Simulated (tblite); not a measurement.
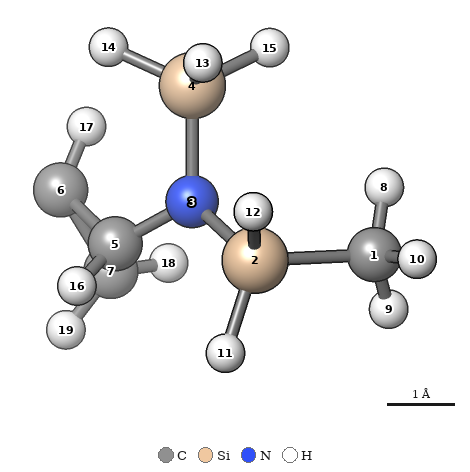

Fig. 1: The input geometry (ball-and-stick view, seen at a tilt; atoms are numbered from 1 in the order of the input). Bond lengths as drawn: C–C 1.51 to 1.53 Å, C–H 1.10 to 1.13 Å, C–N 1.43 Å, C–Si 1.88 Å, H–Si 1.45 to 1.49 Å and N–Si 1.72 to 1.75 Å.

Run report: C4H12NSi2, geometry relaxation

System: C4H12NSi2, multiplicity 2.
Method: GFN2-xTB geometry optimisation, gas phase (tblite 0.8.0).

It belongs to a series of runs on one base structure; here: H removed from sp3 C.

The program's output:
```
step      E/eV     max force
  0    -570.49694    2.418
  1    -570.71553    0.910
  2    -570.79932    0.474
  3    -570.82025    0.471
  4    -570.88075    0.450
  5    -570.90464    0.412
  6    -570.93157    0.345
  7    -570.94942    0.369
  8    -570.96729    0.365
  9    -570.98108    0.292
 10    -570.99288    0.238
 11    -571.00237    0.286
 12    -571.01155    0.287
 13    -571.01969    0.179
 14    -571.02629    0.224
 15    -571.03285    0.215
 16    -571.04088    0.303
 17    -571.04979    0.293
 18    -571.05780    0.229
 19    -571.06355    0.188
 20    -571.06795    0.180
 21    -571.07238    0.233
 22    -571.07689    0.197
 23    -571.08125    0.163
 24    -571.08535    0.164
 25    -571.08878    0.160
 26    -571.09123    0.105
 27    -571.09308    0.110
 28    -571.09488    0.128
 29    -571.09692    0.131
 30    -571.09900    0.132
 31    -571.10078    0.091
 32    -571.10224    0.089
 33    -571.10361    0.086
 34    -571.10519    0.112
 35    -571.10683    0.091
 36    -571.10810    0.089
 37    -571.10912    0.078
 38    -571.11043    0.067
 39    -571.11240    0.088
 40    -571.11505    0.114
 41    -571.11765    0.134
 42    -571.11956    0.115
 43    -571.12105    0.090
 44    -571.12273    0.102
 45    -571.12502    0.130
 46    -571.12755    0.145
 47    -571.12957    0.116
 48    -571.13104    0.086
 49    -571.13224    0.111
 50    -571.13366    0.133
 51    -571.13562    0.127
 52    -571.13733    0.107
 53    -571.13955    0.129
 54    -571.14167    0.110
 55    -571.14766    0.134
 56    -571.14955    0.113
 57    -571.15250    0.099
 58    -571.15402    0.093
 59    -571.15597    0.091
 60    -571.15737    0.073
 61    -571.15843    0.120
 62    -571.15946    0.082
 63    -571.16099    0.064
 64    -571.16204    0.069
 65    -571.16289    0.067
 66    -571.16350    0.065
 67    -571.16409    0.058
 68    -571.16487    0.068
 69    -571.16577    0.068
 70    -571.16654    0.052
 71    -571.16711    0.043
 72    -571.16752    0.042
 73    -571.16790    0.048
 74    -571.16835    0.053
 75    -571.16887    0.055
 76    -571.16943    0.068
 77    -571.17008    0.077
 78    -571.17090    0.069
 79    -571.17186    0.076
 80    -571.17277    0.075
 81    -571.17338    0.049
 82    -571.17374    0.044
 83    -571.17402    0.035
 84    -571.17438    0.045
 85    -571.17480    0.053
 86    -571.17527    0.056
 87    -571.17579    0.054
 88    -571.17633    0.051
 89    -571.17679    0.046
 90    -571.17711    0.050
 91    -571.17734    0.036
 92    -571.17756    0.049
 93    -571.17781    0.051
 94    -571.17815    0.043
 95    -571.17834    0.035
 96    -571.17855    0.041
 97    -571.17879    0.052
 98    -571.17914    0.064
 99    -571.17956    0.068
100    -571.17995    0.054
101    -571.18024    0.047
102    -571.18045    0.033
103    -571.18061    0.033
104    -571.18073    0.026
105    -571.18083    0.025
106    -571.18093    0.031
107    -571.18106    0.035
108    -571.18125    0.036
109    -571.18148    0.040
110    -571.18173    0.045
111    -571.18201    0.043
112    -571.18232    0.038
113    -571.18267    0.047
114    -571.18308    0.054
115    -571.18356    0.068
116    -571.18423    0.082
117    -571.18506    0.076
118    -571.18591    0.056
119    -571.18641    0.047
120    -571.18687    0.053
121    -571.18725    0.043
122    -571.18782    0.047
123    -571.18832    0.057
124    -571.18895    0.068
125    -571.18967    0.079
126    -571.19041    0.083
127    -571.19095    0.070
128    -571.19129    0.057
129    -571.19155    0.033
130    -571.19175    0.023
131    -571.19192    0.028
132    -571.19213    0.034
133    -571.19231    0.034
134    -571.19248    0.030
135    -571.19262    0.024
136    -571.19273    0.020
137    -571.19279    0.017
138    -571.19283    0.015
139    -571.19286    0.015
140    -571.19290    0.018
141    -571.19295    0.018
142    -571.19301    0.018
143    -571.19309    0.022
144    -571.19321    0.022
145    -571.19336    0.026
146    -571.19352    0.029
147    -571.19366    0.027
148    -571.19381    0.029
149    -571.19402    0.032
150    -571.19429    0.037
151    -571.19466    0.053
152    -571.19513    0.066
153    -571.19570    0.063
154    -571.19625    0.050
155    -571.19659    0.036
156    -571.19675    0.052
157    -571.19692    0.032
158    -571.19701    0.032
159    -571.19719    0.028
160    -571.19734    0.022
161    -571.19756    0.021
162    -571.19767    0.019
163    -571.19773    0.016
164    -571.19776    0.012
165    -571.19778    0.010
166    -571.19779    0.010
167    -571.19781    0.009
```

Trajectory as extended XYZ (Å, eV, eV/Å), 6 of the 168 frames kept, from step=0 to step=167:
```
19
Properties=species:S:1:pos:R:3:forces:R:3 step=0 energy=-570.49694
C     2.2016   -1.4438    0.5748    0.4050   0.2310  -0.2370
Si    0.9993   -0.1947    1.3079    0.6950   0.0450   0.8330
N    -0.0725    0.3016    0.0591   -0.8040   0.3780  -0.1320
Si    0.5030    1.4638   -1.1145    0.7980   0.4500   0.3490
C    -1.4738    0.2587    0.3257   -0.9700   1.2400  -0.7080
C    -2.3989    0.7054   -0.8034    1.3360  -1.9620   0.4630
C    -2.3774   -0.7379   -0.3607   -1.4380   0.2070  -0.1680
H     2.4038   -1.1189   -0.4716   -0.0960  -0.7090   0.7250
H     1.7816   -2.4568    0.6451    0.5210   0.3800  -0.3470
H     3.1531   -1.3735    1.1344   -0.5590  -0.3590  -0.3980
H     0.2974   -0.7528    2.4817   -0.0330   0.1700  -0.2710
H     1.8421    0.9693    1.6789   -0.2560  -0.1170   0.1770
H     1.4560    2.3577   -0.3916   -0.2410  -0.2050  -0.2330
H    -0.5576    2.3193   -1.6057    0.0670   0.1300  -0.0730
H     1.2800    0.8157   -2.1701   -0.1520  -0.1870  -0.0410
H    -1.7779    0.5504    1.3531    0.2970  -0.2840  -0.6760
H    -1.9937    0.8870   -1.8119   -0.6010   0.1510   0.7510
H    -1.9698   -1.4992   -1.0502   -0.3450   0.4200   0.5220
H    -3.3061   -1.0420    0.2116    1.3780   0.0230  -0.5350
19
Properties=species:S:1:pos:R:3:forces:R:3 step=33 energy=-571.10361
C     2.1304   -1.4183    0.5523   -0.0360  -0.0090   0.0090
Si    0.9447   -0.1616    1.3391   -0.0220   0.0280  -0.0490
N    -0.0789    0.6027    0.1446    0.0240   0.0150  -0.0310
Si    0.6050    1.5330   -1.1546   -0.0150   0.0140  -0.0200
C    -1.4854    0.4073    0.2959    0.0290   0.0380  -0.0080
C    -2.4680    0.5703   -0.7598    0.0550  -0.0390  -0.0540
C    -2.2078   -0.8016   -0.3152   -0.0210   0.0390  -0.0450
H     2.3983   -1.1439   -0.4634    0.0390   0.0610   0.0270
H     1.6990   -2.4141    0.5127   -0.0260  -0.0180   0.0130
H     3.0411   -1.4819    1.1398    0.0110  -0.0230  -0.0450
H     0.0378   -0.8206    2.2824    0.0210  -0.0110   0.0280
H     1.6990    0.9102    1.9939    0.0470   0.0160   0.0640
H     1.7071    2.3063   -0.5795    0.0010  -0.0260  -0.0230
H    -0.4176    2.4293   -1.6841    0.0010   0.0100   0.0210
H     1.1251    0.6750   -2.2330   -0.0590  -0.0230   0.0510
H    -1.8074    0.6311    1.3099   -0.0190  -0.0320   0.0120
H    -2.3462    0.9644   -1.7491    0.0070  -0.0350   0.0300
H    -1.6842   -1.4779   -0.9865   -0.0340   0.0260   0.0520
H    -2.9018   -1.3005    0.3471   -0.0020  -0.0300  -0.0330
19
Properties=species:S:1:pos:R:3:forces:R:3 step=67 energy=-571.16409
C     2.0698   -1.3295    0.5385    0.0010   0.0080   0.0270
Si    0.9453   -0.0796    1.4246   -0.0060  -0.0130  -0.0430
N    -0.1008    0.6879    0.2529   -0.0030  -0.0370  -0.0440
Si    0.5364    1.4832   -1.1522   -0.0070   0.0150  -0.0120
C    -1.4942    0.3978    0.3193   -0.0060   0.0050   0.0040
C    -2.3910    0.5025   -0.8194   -0.0020  -0.0150  -0.0160
C    -2.0984   -0.8503   -0.3444    0.0060  -0.0010  -0.0320
H     2.5157   -0.8727   -0.3417    0.0030  -0.0280   0.0230
H     1.5274   -2.2143    0.2115    0.0050   0.0480   0.0240
H     2.8766   -1.6589    1.1862   -0.0140  -0.0150   0.0020
H     0.0659   -0.7312    2.3971    0.0070  -0.0180   0.0170
H     1.7412    0.9769    2.0553    0.0170   0.0060   0.0270
H     1.8982    1.8615   -0.7927    0.0410   0.0260  -0.0060
H    -0.2773    2.6639   -1.4355   -0.0090  -0.0110  -0.0030
H     0.5733    0.5749   -2.3072   -0.0320   0.0170  -0.0330
H    -1.9008    0.5968    1.3071   -0.0070  -0.0090   0.0190
H    -2.1950    0.8894   -1.7999    0.0070   0.0160   0.0350
H    -1.4795   -1.4989   -0.9573   -0.0150  -0.0020   0.0010
H    -2.8225   -1.3900    0.2505    0.0150   0.0080   0.0110
19
Properties=species:S:1:pos:R:3:forces:R:3 step=100 energy=-571.17995
C     2.1195   -1.3562    0.6389   -0.0100  -0.0030  -0.0020
Si    0.9816   -0.0487    1.4093   -0.0200   0.0070  -0.0030
N    -0.0746    0.6263    0.1903   -0.0280   0.0070   0.0140
Si    0.4853    1.4991   -1.2038    0.0420  -0.0120   0.0320
C    -1.4676    0.3450    0.3036   -0.0200  -0.0040   0.0000
C    -2.4125    0.5220   -0.7852   -0.0030  -0.0080  -0.0160
C    -2.1138   -0.8587   -0.4028    0.0110  -0.0040  -0.0050
H     2.7283   -0.9202   -0.1475    0.0230  -0.0030   0.0000
H     1.5567   -2.1754    0.1993   -0.0110   0.0020   0.0090
H     2.7862   -1.7777    1.3848    0.0100   0.0070  -0.0120
H     0.1030   -0.6530    2.4158    0.0130   0.0010   0.0060
H     1.7690    1.0416    1.9951   -0.0030   0.0020   0.0010
H     1.9042    1.7530   -0.9663   -0.0130  -0.0140  -0.0070
H    -0.2596    2.7542   -1.3002   -0.0120   0.0120  -0.0150
H     0.3174    0.7054   -2.4278    0.0010  -0.0110  -0.0090
H    -1.8360    0.4934    1.3149    0.0270  -0.0230   0.0180
H    -2.2499    0.9671   -1.7463   -0.0110   0.0070   0.0000
H    -1.5346   -1.4820   -1.0768    0.0130   0.0160  -0.0180
H    -2.8124   -1.4257    0.1972   -0.0080   0.0200   0.0090
19
Properties=species:S:1:pos:R:3:forces:R:3 step=134 energy=-571.19248
C     2.1533   -1.3351    0.7404    0.0070  -0.0070   0.0090
Si    1.0292    0.0269    1.4332   -0.0220   0.0130  -0.0160
N    -0.0818    0.5730    0.1971   -0.0110   0.0030   0.0070
Si    0.4444    1.3934   -1.2441   -0.0270   0.0080   0.0020
C    -1.4564    0.2319    0.3315   -0.0090  -0.0080  -0.0040
C    -2.4728    0.6116   -0.6354    0.0130  -0.0160   0.0060
C    -2.1328   -0.8113   -0.5763    0.0140   0.0120   0.0030
H     2.8481   -0.9273    0.0123    0.0000  -0.0170  -0.0200
H     1.5803   -2.1172    0.2491    0.0050   0.0060   0.0020
H     2.7369   -1.7994    1.5290    0.0160   0.0020   0.0050
H     0.2052   -0.4912    2.5294    0.0010   0.0050   0.0050
H     1.8161    1.1817    1.8749    0.0050   0.0000   0.0160
H     1.8885    1.5478   -1.1017    0.0070  -0.0080  -0.0070
H    -0.2009    2.7063   -1.3325    0.0090  -0.0120   0.0030
H     0.1382    0.5920   -2.4353    0.0010   0.0100   0.0060
H    -1.7530    0.1449    1.3723   -0.0020   0.0020  -0.0130
H    -2.3759    1.2521   -1.4891    0.0070   0.0060  -0.0040
H    -1.5923   -1.2667   -1.4000   -0.0050   0.0080  -0.0070
H    -2.7843   -1.5041   -0.0622   -0.0090  -0.0070   0.0070
19
Properties=species:S:1:pos:R:3:forces:R:3 step=167 energy=-571.19781
C     2.1858   -1.3326    0.8078    0.0010   0.0010   0.0010
Si    1.0391    0.0435    1.4345    0.0000   0.0030   0.0040
N    -0.0813    0.5179    0.1781    0.0010  -0.0040   0.0030
Si    0.4269    1.3705   -1.2520    0.0010   0.0050  -0.0010
C    -1.4515    0.1651    0.3173   -0.0020  -0.0050  -0.0010
C    -2.4865    0.6409   -0.5854   -0.0030  -0.0040  -0.0010
C    -2.1588   -0.7841   -0.6667    0.0070   0.0030   0.0040
H     2.7445   -1.0087   -0.0656    0.0000  -0.0010   0.0010
H     1.6290   -2.2235    0.5293   -0.0020   0.0020   0.0000
H     2.9020   -1.6169    1.5724    0.0030  -0.0030   0.0000
H     0.2258   -0.4350    2.5574    0.0040   0.0010  -0.0050
H     1.8106    1.2252    1.8327   -0.0030  -0.0020  -0.0040
H     1.8857    1.3948   -1.1974   -0.0030  -0.0010  -0.0020
H    -0.1042    2.7366   -1.2457    0.0020  -0.0050   0.0040
H    -0.0137    0.6589   -2.4555    0.0030   0.0000   0.0000
H    -1.7222   -0.0175    1.3519   -0.0060   0.0010   0.0010
H    -2.3910    1.3565   -1.3782   -0.0030   0.0030  -0.0020
H    -1.6449   -1.1672   -1.5423   -0.0010   0.0010   0.0030
H    -2.8053   -1.5153   -0.2002    0.0010   0.0040  -0.0030
```

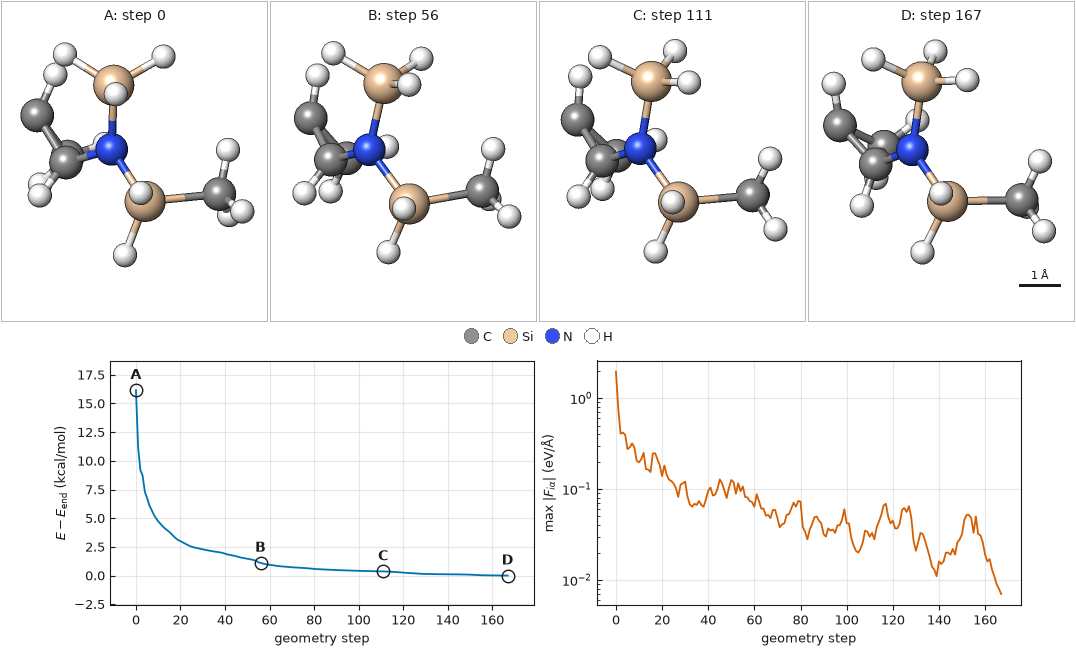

Fig. 2: Frames of the relaxation (ball-and-stick view, seen at a tilt) above the curves, on which the letters mark them (steps are counted from 0).

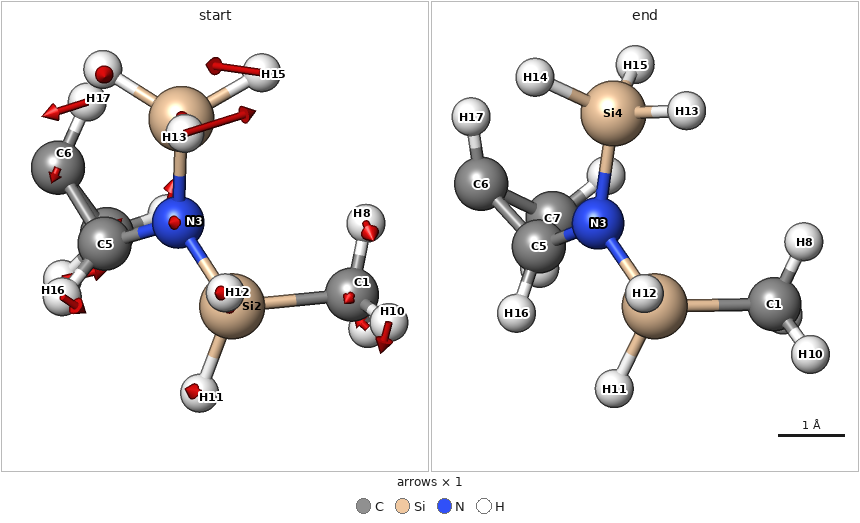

Fig. 3: Before (left) and after (right) the relaxation, at one scale (ball-and-stick view, seen at a tilt). The red arrows give the displacements, at true length. Over 167 geometry steps the energy falls by 16.2 kcal/mol. The largest force component goes from 2 to 0.007 eV/Å. The largest moves after the best rigid fit, 1.36 Å, are those of H13 and H15. By element the largest moves are H 1.36 Å, C 0.34 Å, Si 0.26 Å, N 0.25 Å. Among the contacts that change: C5–C6 1.527 → 1.453 Å, C7–H19 1.132 → 1.082 Å, C6–C7 1.510 → 1.464 Å, Si4–H13 1.493 → 1.460 Å. Among the angles that change: C7–C6–H17 114.9° → 126.0°, C5–C6–H17 120.2° → 127.9°, C6–C7–H19 113.2° → 120.0°. (Atoms are counted from 1 in the order of the input.)

This output came from the following input.

Input file:
```
{"job": {"kind": "relax", "xc": "GFN2-xTB", "basis": "xTB"}, "charge": 0, "multiplicity": 2}
C      2.201600    -1.443800     0.574800
Si     0.999300    -0.194700     1.307900
N     -0.072500     0.301600     0.059100
Si     0.503000     1.463800    -1.114500
C     -1.473800     0.258700     0.325700
C     -2.398900     0.705400    -0.803400
C     -2.377400    -0.737900    -0.360700
H      2.403800    -1.118900    -0.471600
H      1.781600    -2.456800     0.645100
H      3.153100    -1.373500     1.134400
H      0.297400    -0.752800     2.481700
H      1.842100     0.969300     1.678900
H      1.456000     2.357700    -0.391600
H     -0.557600     2.319300    -1.605700
H      1.280000     0.815700    -2.170100
H     -1.777900     0.550400     1.353100
H     -1.993700     0.887000    -1.811900
H     -1.969800    -1.499200    -1.050200
H     -3.306100    -1.042000     0.211600
```

The first line tells a small driver script what to run in tblite; the rest is the geometry in Å.

Command:
```bash
OMP_NUM_THREADS=1 python <driver script> task.json out
```

Summary:

- outcome: converged
- total energy: −571.1978 eV
- hardware: 1 CPU thread, shared host
- wall time: 1.5 s
- peak memory: 0.18 GiB
